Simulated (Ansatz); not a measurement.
Breaking the C5–H7 bond in C2H5B (SMILES BC=C) (multiplicity 1 held, fragments rigid). Energies count from the point at 1.086 Å.
Geometry at that point (charge 0, multiplicity 1):
```csv
atom,x (Å),y (Å),z (Å)
B,-0.1923,0.1348,1.3423
H,-0.5044,1.2852,1.4115
H,-0.1370,-0.5154,2.3402
C,0.1272,-0.4665,-0.0333
C,0.0609,0.2767,-1.1477
H,0.4154,-1.5096,-0.1414
H,0.2806,-0.1186,-2.1346
H,-0.2211,1.3232,-1.1013
```

Restricted levels (R-, RO-) in cc, def2 and unpolarised 6-31G sets keep to the state of the molecule at rest. Active spaces are followed from a long bond inwards. Curves can end on different states.

Correlated levels freeze the cores.

The values were computed with Ansatz (Gaussian basis) for Hartree–Fock, density functionals and correlated methods. Each number belongs to the level named beside it.

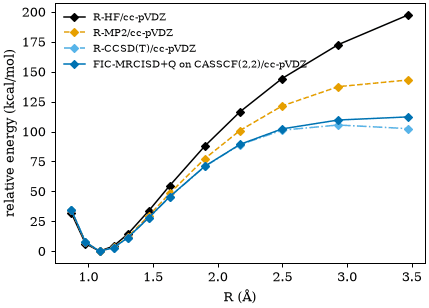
Fig. 1. Relative energy along the coordinate

Question: Read off the R-HF/cc-pVDZ curve at R = 2.171.

Answer: about 120 kcal/mol

Doubts at one or more of the structures used: a restricted determinant that unrestricted orbitals would lower (R-HF/cc-pVDZ, R-MP2/cc-pVDZ, R-CCSD(T)/cc-pVDZ); other coupled-cluster roots lie near (R-CCSD(T)/cc-pVDZ); T1 above 0.05 (R-CCSD(T)/cc-pVDZ).

Ansatz is an electronic-structure program.
